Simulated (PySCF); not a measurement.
# AlH3F− (SMILES [H][Al-]([H])([H])[F]) at 3 levels

Aim: a comparison of 3 runs (PBE/STO-6G, QCISD(T)/STO-6G, CISD/STO-6G) of AlH3F−. 

Program for the calculation: PySCF 2.14.0.

15 further runs of the same task are left out: 3 that didn't finish, 12 set aside as unsound or not needed.

## (1) The molecule

AlH3F− has 5 atoms, charge -1, and is taken as a singlet. As SMILES, `[H][Al-]([H])([H])[F]`. One bond was lengthened or shortened from a relaxed shape.

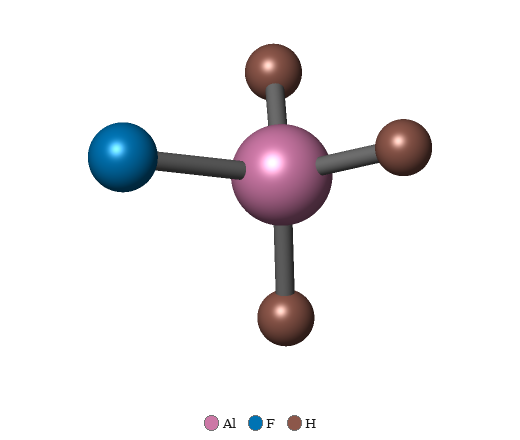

Viewed from a chosen angle; aluminium pink, fluorine blue, hydrogen brown.

## (2) A single-point energy at PBE/STO-6G (run 1)

File start.xyz:

```xyz
5

Al    -0.002972     0.004122    -0.376674
F      0.011440    -0.019350     1.657940
H      1.527478     0.015402    -0.889454
H     -0.776962     1.336532    -0.858964
H     -0.768592    -1.321058    -0.889374
```

File job.py:

```python
from pyscf import gto, dft

mol = gto.M(
    atom='start.xyz',
    verbose=3,
    max_memory=1860,
    basis='sto-6g',
    charge=-1,
)

myscf = dft.RKS(mol, xc='pbe')
myscf.grids.level = 5
myscf.conv_tol = 1e-10
myscf.kernel()
if not myscf.converged:
    myscf = myscf.newton().run(myscf.mo_coeff, myscf.mo_occ)

etot = myscf.e_tot
print('E = %.10f Eh' % etot)
```

Started as:

```bash
$ OMP_NUM_THREADS=1 python job.py
```

Output:

```text
converged SCF energy = -342.211885439058
E = -342.2118854391 Eh
```

Run time: 3.3 s. Hardware: 1 thread of Arm Neoverse V1, shared host; peak memory 0.19 GiB.

## (3) A single-point energy at QCISD(T)/STO-6G (run 2)

File input.py:

```python
from pyscf import gto, scf, cc

system = gto.Mole()
system.atom = '''
Al  -0.002972   0.004122  -0.376674
F    0.011440  -0.019350   1.657940
H    1.527478   0.015402  -0.889454
H   -0.776962   1.336532  -0.858964
H   -0.768592  -1.321058  -0.889374
'''
system.max_memory = 1860
system.basis = 'sto-6g'
system.spin = 0
system.charge = -1
system.verbose = 3
system.build()

calc0 = scf.RHF(system)
calc0.conv_tol = 1e-10
calc0.kernel()
if not calc0.converged:
    calc0 = calc0.newton().run(calc0.mo_coeff, calc0.mo_occ)

mycc = cc.QCISD(calc0, frozen=6)
mycc.kernel()
e_t = mycc.qcisd_t()
e_final = mycc.e_tot + e_t
print('Final energy', e_final)
```

Started as:

```bash
$ OMP_NUM_THREADS=1 python input.py
```

Output:

```text
converged SCF energy = -341.514145963466
E(QCISD) = -341.5852499335188  E_corr = -0.07110397005289339
QCISD(T) correction = -0.000889122935804141
Final energy -341.5861390564546
```

It took 1.1 s on 1 thread of Arm Neoverse V1, shared host; peak memory 0.1 GiB.

## (4) The energy at CISD/STO-6G (run 3)

File job.py:

```python
from pyscf import gto, ci

system = gto.M(
    atom='''
Al    -0.005616     0.007789    -0.711811
F      0.021618    -0.036566     3.133053
H      2.886515     0.029106    -1.680824
H     -1.468245     2.525679    -1.623207
H     -1.452428    -2.496438    -1.680673
''',
    spin=0,
    max_memory=1860,
    unit='bohr',
    charge=-1,
    basis='sto-6g',
    verbose=4,
)

hf = system.RHF()
hf.conv_tol = 1e-10
hf.kernel()
if not hf.converged:
    hf = hf.newton().run(hf.mo_coeff, hf.mo_occ)

cisd = ci.CISD(hf, frozen=6)
cisd.kernel()
etot = cisd.e_tot
print('E(%s) = %.9f' % ('CISD', etot))
```

Started as:

```bash
$ OMP_NUM_THREADS=1 python job.py
```

Output:

```text
PySCF version 2.14.0

[... 55 lines left out ...]
converged SCF energy = -341.514145915143
[... 1 line left out ...]
******** <class 'pyscf.ci.cisd.RCISD'> ********
CISD nocc = 7, nmo = 11
frozen orbitals 6
max_cycle = 50
direct = 0
conv_tol = 1e-09
max_cycle = 50
max_space = 12
lindep = 0
nroots = 1
Init t2, MP2 energy = -0.0499199696975528
RCISD converged
E(RCISD) = -341.582662660693  E_corr = -0.06851674555035137
E(CISD) = -341.582662661
```

Wall time 1.2 s (1 thread of Arm Neoverse V1, shared host); peak memory 0.12 GiB.

## (5) All runs side by side

| run | level | integration grid | frozen core orbitals | energy (Eh) | HOMO energy (eV) | LUMO energy (eV) | HOMO–LUMO gap (eV) | wall time |
| --- | --- | --- | --- | --- | --- | --- | --- | --- |
| 1 | PBE/STO-6G | 5 | – | -342.211885 | 7.31 | 13.55 | 6.24 | 3.3 s |
| 2 | QCISD(T)/STO-6G | – | 6 | -341.586139 | -0.78 | 19.21 | 19.99 | 1.1 s |
| 3 | CISD/STO-6G | – | 6 | -341.582663 | -0.78 | 19.21 | 19.99 | 1.2 s |

## (6) Summary of results

```
                                                    quantity          value
                                         run 3: total energy  -341.58266 Eh
                  run 3: HOMO energy (Hartree–Fock orbitals)       -0.78 eV
                  run 3: LUMO energy (Hartree–Fock orbitals)       19.21 eV
run 3: HOMO–LUMO gap (to an unbound level, set by the basis)       19.99 eV
          run 3: correlation energy (6 core orbitals frozen)      -68.5 mEh
```

In words: In run 1 the HOMO lies above zero, so the outermost electron may be held by the basis alone. In runs 1, 2, 3 the basis is minimal, so the values are rough. All runs together took 5.6 s, the longest 3.3 s.
